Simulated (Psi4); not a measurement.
**B3LYP/aug-cc-pVDZ (sweep point 6) run of H3NO (hydroxylamine)**

Aim: the vertical singlet–triplet gap of H3NO (hydroxylamine) at B3LYP/aug-cc-pVDZ (sweep point 6), from 2 runs. Input form: a Python script.

The results are computed with Psi4 1.11.

4 further runs of the same task are left out: 4 set aside as unsound or not needed.

## Step 1: Starting point

The species is H3NO (5 atoms), meant as a singlet with charge 0. SMILES: `NO`. The shape is that of a GFN2-xTB optimisation. This is one conformer, not always the lowest.

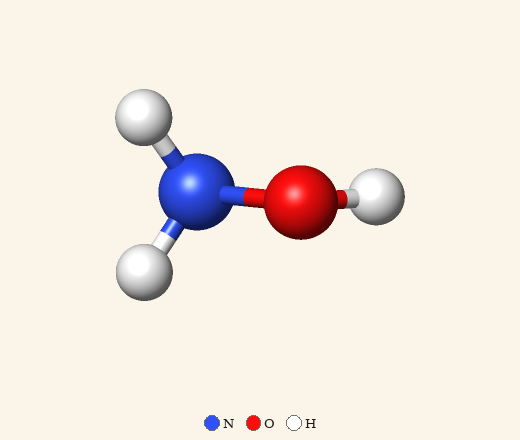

The structure, seen from a chosen angle (nitrogen blue, oxygen red, hydrogen white).

## Step 2: A single-point energy at B3LYP/aug-cc-pVDZ (sweep point 6)

Input file job.py:

```python
import psi4

psi4.set_memory(1600000000)
psi4.set_num_threads(1)
psi4.set_output_file('psi4.out', False)

molecule = psi4.geometry("""
0 1
N     -0.178910    -0.366440    -0.312920
O      0.371730     0.674250     0.501760
H     -0.161770    -1.206140     0.265260
H     -1.156690    -0.114310    -0.454620
H      1.125640     1.012630     0.000530
symmetry c1
""")

psi4.set_options({
    'reference': 'rks',
    'puream': True,
    'scf_type': 'pk',
    'dft_radial_points': 99,
    'dft_spherical_points': 590,
})

e = psi4.energy("b3lyp/aug-cc-pVDZ", molecule=molecule)
print(f'b3lyp/aug-cc-pVDZ energy: {e:.10f} Eh')
for k, v in sorted(psi4.core.scalar_variables().items()):
    print(f'{k:45s} {v:18.10f}')
```

Run with:

```sh
python job.py
```

psi4.out:

```text
[...]
  Running in c1 symmetry.
[...]
  Nuclear repulsion =   39.301944041809605
[...]
  Multiplicity = 1
[...]
  Nalpha       = 9
  Nbeta        = 9
[...]
    Number of basis functions: 73
[...]
   @RKS iter   1:  -131.54719171728942   -2.87532e-01   9.17825e-03 ADIIS/DIIS
[...]
   @RKS iter   7:  -131.74448938278246   -3.21925e-07   5.64609e-07 DIIS
[...]
    Orbital Energies [Eh]
    ---------------------
    Doubly Occupied:
       1A    -19.180472     2A    -14.375676     3A     -1.066016
       4A     -0.812558     5A     -0.512226     6A     -0.510583
       7A     -0.444091     8A     -0.304587     9A     -0.266649
[...]
  @RKS Final Energy:  -131.74448938278246
   => Energetics <=
    Nuclear Repulsion Energy =             39.3019440418096053
    One-Electron Energy =                -257.5167808811630721
    Two-Electron Energy =                  99.8771509723833759
    DFT Exchange-Correlation Energy =     -13.4068035158123582
    Empirical Dispersion Energy =           0.0000000000000000
    VV10 Nonlocal Energy =                  0.0000000000000000
    Total Energy =                       -131.7444893827824615
[...]
 Multipole Moments:
 ------------------------------------------------------------------------------------
     Multipole            Electronic (a.u.)      Nuclear  (a.u.)        Total (a.u.)
 ------------------------------------------------------------------------------------
 L = 1.  Multiply by 2.5417464519 to convert [e a0] to [Debye]
 Dipole X            :          0.3561429           -0.4551173           -0.0989744
 Dipole Y            :          0.5690804           -0.7396386           -0.1705582
 Dipole Z            :          0.3634604           -0.4680293           -0.1045688
 Magnitude           :                                                    0.2232055
[...]
```

On the terminal:

```text
b3lyp/aug-cc-pVDZ energy: -131.7444893828 Eh
CURRENT ENERGY                                   -131.7444893828
CURRENT REFERENCE ENERGY                         -131.7444893828
DD SOLVATION ENERGY                                 0.0000000000
DFT FUNCTIONAL TOTAL ENERGY                      -131.7444893828
DFT TOTAL ENERGY                                 -131.7444893828
DFT VV10 ENERGY                                     0.0000000000
DFT XC ENERGY                                     -13.4068035158
GRID ELECTRONS ALPHA                                9.0000000433
GRID ELECTRONS BETA                                 9.0000000433
GRID ELECTRONS TOTAL                               18.0000000867
NUCLEAR REPULSION ENERGY                           39.3019440418
ONE-ELECTRON ENERGY                              -257.5167808812
PCM POLARIZATION ENERGY                             0.0000000000
PE ENERGY                                           0.0000000000
SCF ITERATION ENERGY                             -131.7444893828
SCF ITERATIONS                                      7.0000000000
SCF TOTAL ENERGY                                 -131.7444893828
TWO-ELECTRON ENERGY                                99.8771509724
XC GRID RADIAL POINTS                              99.0000000000
XC GRID SPHERICAL POINTS                          590.0000000000
XC GRID TOTAL POINTS                           283218.0000000000
```

Run time: 7.5 s. Hardware: 1 thread of Intel Xeon Platinum 8488C (Sapphire Rapids), shared host; peak memory 0.9 GiB.

## Step 3: The triplet

Input file job.py:

```python
import psi4

psi4.set_memory(1600000000)
psi4.set_num_threads(1)
psi4.set_output_file('psi4.out', False)

geom = psi4.geometry("""
0 3
N     -0.178910    -0.366440    -0.312920
O      0.371730     0.674250     0.501760
H     -0.161770    -1.206140     0.265260
H     -1.156690    -0.114310    -0.454620
H      1.125640     1.012630     0.000530
symmetry c1
""")

options = {'basis': 'aug-cc-pVDZ', 'reference': 'uks', 'puream': True, 'scf_type': 'pk', 'dft_radial_points': 99, 'dft_spherical_points': 590, 'maxiter': 150}
psi4.set_options(options)

e_tot = psi4.energy("b3lyp")
print('E =', round(e_tot, 9))
for k, v in sorted(psi4.core.scalar_variables().items()):
    print(f'{k:45s} {v:18.10f}')
```

Run with:

```sh
python job.py
```

psi4.out:

```text
[...]
  Running in c1 symmetry.
[...]
  Nuclear repulsion =   39.301944041809605
[...]
  Multiplicity = 3
[...]
  Nalpha       = 10
  Nbeta        = 8
[...]
    Number of basis functions: 73
[...]
   @UKS iter   1:  -131.27977843246046   -2.01184e-02   9.92517e-03 DIIS/ADIIS
[...]
   @UKS iter  13:  -131.52710568618608   -1.53227e-08   3.54854e-07 DIIS
[...]
   @S^2 Observed:                2.005023591E+00
[...]
    Orbital Energies [Eh]
    ---------------------
    Alpha Occupied:
       1A    -19.230001     2A    -14.504246     3A     -1.143321
       4A     -0.914785     5A     -0.604475     6A     -0.589797
       7A     -0.548987     8A     -0.414361     9A     -0.363854
      10A     -0.088553
    Alpha Virtual:
      11A     -0.048845    12A     -0.002204    13A      0.005270
      14A      0.054136    15A      0.071990    16A      0.089423
      17A      0.100766    18A      0.105442    19A      0.119084
      20A      0.119716    21A      0.131794    22A      0.152430
      23A      0.235892    24A      0.274277    25A      0.275132
[...]
  @UKS Final Energy:  -131.52710568618608
   => Energetics <=
    Nuclear Repulsion Energy =             39.3019440418096053
    One-Electron Energy =                -256.0486879174802084
    Two-Electron Energy =                  98.5490681960080650
    DFT Exchange-Correlation Energy =     -13.3294300065235376
    Empirical Dispersion Energy =           0.0000000000000000
    VV10 Nonlocal Energy =                  0.0000000000000000
    Total Energy =                       -131.5271056861860757
[...]
 Multipole Moments:
 ------------------------------------------------------------------------------------
     Multipole            Electronic (a.u.)      Nuclear  (a.u.)        Total (a.u.)
 ------------------------------------------------------------------------------------
 L = 1.  Multiply by 2.5417464519 to convert [e a0] to [Debye]
 Dipole X            :          0.4345261           -0.4551173           -0.0205913
 Dipole Y            :          0.6429484           -0.7396386           -0.0966902
 Dipole Z            :          0.3637902           -0.4680293           -0.1042391
 Magnitude           :                                                    0.1436620
[...]
```

Standard output:

```text
E = -131.527105686
CURRENT ENERGY                                   -131.5271056862
CURRENT REFERENCE ENERGY                         -131.5271056862
DD SOLVATION ENERGY                                 0.0000000000
DFT FUNCTIONAL TOTAL ENERGY                      -131.5271056862
DFT TOTAL ENERGY                                 -131.5271056862
DFT VV10 ENERGY                                     0.0000000000
DFT XC ENERGY                                     -13.3294300065
GRID ELECTRONS ALPHA                               10.0000065028
GRID ELECTRONS BETA                                 8.0000000276
GRID ELECTRONS TOTAL                               18.0000065304
NUCLEAR REPULSION ENERGY                           39.3019440418
ONE-ELECTRON ENERGY                              -256.0486879175
PCM POLARIZATION ENERGY                             0.0000000000
PE ENERGY                                           0.0000000000
SCF ITERATION ENERGY                             -131.5271056862
SCF ITERATIONS                                     13.0000000000
SCF TOTAL ENERGY                                 -131.5271056862
TWO-ELECTRON ENERGY                                98.5490681960
XC GRID RADIAL POINTS                              99.0000000000
XC GRID SPHERICAL POINTS                          590.0000000000
XC GRID TOTAL POINTS                           283218.0000000000
```

It took 16 s on 1 thread of Intel Xeon Platinum 8488C (Sapphire Rapids), shared host; peak memory 0.89 GiB.

## Step 4: Summary of results

Level: B3LYP/aug-cc-pVDZ (sweep point 6).

| quantity | value |
| --- | --- |
| singlet: total energy | -131.74449 Eh |
| singlet: dipole moment | 0.57 D |
| singlet: HOMO energy | -7.26 eV |
| singlet: LUMO energy | -0.39 eV |
| singlet: HOMO–LUMO gap | 6.87 eV |
| triplet: total energy | -131.52711 Eh |
| triplet: dipole moment | 0.37 D |
| triplet: HOMO energy (highest over α and β) | -2.41 eV |
| triplet: ⟨S²⟩ | 2.005 |
| vertical energy of the triplet above the singlet | 5.915 eV |

At this shape the triplet lies 5.92 eV (571 kJ/mol) above the singlet.
